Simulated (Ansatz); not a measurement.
# [NH4]+ (ammonium) at CCSDTQ/3-21G

What is the energy change on altering one bond length of [NH4]+ (ammonium) at CCSDTQ/3-21G? 

The results are computed with Ansatz 0.2.0.

2 further runs of the same task are left out: 1 that didn't finish, 1 set aside as unsound or not needed.

## (1) Starting point

The species is [NH4]+ (5 atoms), meant as a singlet with charge +1. SMILES: `[NH4+]`. Geometry: relaxed at GFN2-xTB.

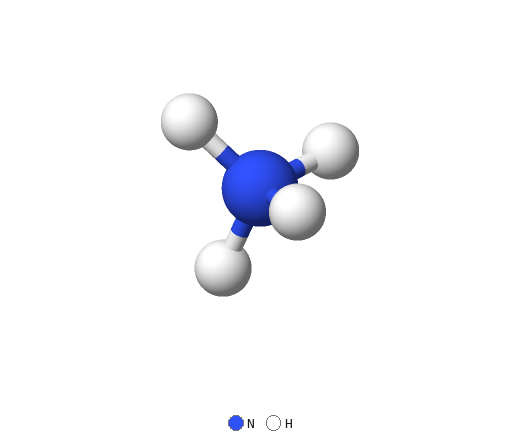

The structure, seen from a chosen angle (nitrogen blue, hydrogen white).

## (2) The energy at CCSDTQ/3-21G

Input file in.yaml:

```yaml
crystal:
  periodic: [false, false, false]
  atoms:
    - {symbol: "N", position_ang: [0.000080, 0.000050, -0.000010]}
    - {symbol: H, position_ang: [0.455870, -0.450720, 0.805650]}
    - {symbol: H, position_ang: [-0.977900, 0.217540, 0.236550]}
    - {symbol: H, position_ang: [0.024080, -0.637350, -0.808220]}
    - {symbol: H, position_ang: [0.497880, 0.870480, -0.233970]}
basis:
  gaussian:
    orbitals: 3-21G.json
total_charge: 1
scf:
  omitted_lower_state_checks: [cluster_reference, increment]
correlation:
  method: ccsdtq
  frozen_orbitals: {H: 0, "N": 1}
accuracy: high
```

The basis set 3-21G is read from a file made from the Basis Set Exchange's data (not shown).

Started as:

```sh
$ ansatz run in.yaml --threads 1 --pin off --max-ram 2610MiB --events-out events.jsonl --progress --plain --runs-dir runs
```

The log of the run, shortened:

```text
Warning: RAYON_NUM_THREADS=1 ignored (pool sized by the plan → 1); use --threads N
Functional definition: HF
  name "HF"
[...]
338 factors; integrals over basis functions are off by at most 1.8e-8 eV
[...]
mean field -1530.19522435 eV, -56.2336372911 hartree, gradient 2.8e-8 eV, S^2 0.000000; 0 other end points of the search recorded, 0 dependent functions left out
1 core orbitals not correlated: weight in the atoms' cores, before any rotation towards them, 1.000 or more for the frozen orbitals, at most 0.000 for the correlated occupied ones
reference -1530.19522435 eV, -56.2336372911 hartree; 4, 4 occupied and 12, 12 virtual orbitals, 338 factors
second order -3.20986579 eV of doubles, -0.00000000 eV of singles
cycle   1  -3.45054385 eV  change   -2.4e-1 eV  update   4.1e-2
[...]
cycle  15  -3.66563377 eV  change  -5.7e-10 eV  update  6.4e-10
Total energy: -1533.86085812 eV, -56.3683468476 hartree
Checks for a lower state left out: cluster_reference, increment
```

Wall time 1.8 s (1 thread of Intel Xeon 6975P-C (Granite Rapids), shared host); peak memory 0.12 GiB.

## (3) The distorted shape

Input file input.yaml:

```yaml
crystal:
  periodic: [false, false, false]
  atoms:
    - {symbol: N, position_ang: [-0.113881, 0.112756, -0.201449]}
    - {symbol: H, position_ang: [0.455870, -0.450720, 0.805650]}
    - {symbol: H, position_ang: [-1.091861, 0.330246, 0.035111]}
    - {symbol: H, position_ang: [-0.089881, -0.524644, -1.009659]}
    - {symbol: H, position_ang: [0.383919, 0.983186, -0.435409]}
basis:
  gaussian:
    orbitals: 3-21G.json
total_charge: 1
correlation:
  method: ccsdtq
  frozen_orbitals: {H: 0, "N": 1}
accuracy: high
scf:
  omitted_lower_state_checks: [cluster_reference, increment]
```

The basis set 3-21G is read from a file made from the Basis Set Exchange's data (not shown).

Started as:

```sh
$ ansatz run input.yaml --threads 1 --pin off --max-ram 2610MiB --events-out events.jsonl --progress --plain --runs-dir runs
```

The log of the run, shortened:

```text
Warning: RAYON_NUM_THREADS=1 ignored (pool sized by the plan → 1); use --threads N
[... 2 set-up lines as earlier in the session ...]
[...]
337 factors; integrals over basis functions are off by at most 5.2e-9 eV
[...]
mean field -1529.25321037 eV, -56.1990189160 hartree, gradient 1.3e-8 eV, S^2 0.000000; 0 other end points of the search recorded, 0 dependent functions left out
1 core orbitals not correlated: weight in the atoms' cores, before any rotation towards them, 1.000 or more for the frozen orbitals, at most 0.000 for the correlated occupied ones
reference -1529.25321037 eV, -56.1990189160 hartree; 4, 4 occupied and 12, 12 virtual orbitals, 337 factors
second order -3.36964827 eV of doubles, -0.00000000 eV of singles
cycle   1  -3.60168781 eV  change   -2.3e-1 eV  update   4.8e-2
[...]
cycle  17  -3.87065200 eV  change   3.6e-10 eV  update  1.7e-10
Total energy: -1533.12386237 eV, -56.3412627533 hartree
Checks for a lower state left out: cluster_reference, increment
```

Run time: 2.3 s. Hardware: 1 thread of Intel Xeon 6975P-C (Granite Rapids), shared host; peak memory 0.12 GiB.

## (4) Outcome

At CCSDTQ/3-21G, 1 core orbital frozen:

| quantity | value |
| --- | --- |
| first shape: total energy | -56.36835 Eh |
| first shape: correlation energy (1 core orbital frozen) | -134.7 mEh |
| first shape: T1 diagnostic | 0.007 |
| distorted shape: total energy | -56.34126 Eh |
| distorted shape: correlation energy (1 core orbital frozen) | -142.2 mEh |
| distorted shape: T1 diagnostic | 0.009 |
| energy change with the N1–H2 bond stretched from 1.030 to 1.287 Å | 0.737 eV |

**Reading.** With the N1–H2 bond stretched from 1.030 to 1.287 Å the energy rises by 0.74 eV (71.1 kJ/mol). The first shape isn't relaxed at this level, so the change isn't measured from a minimum.
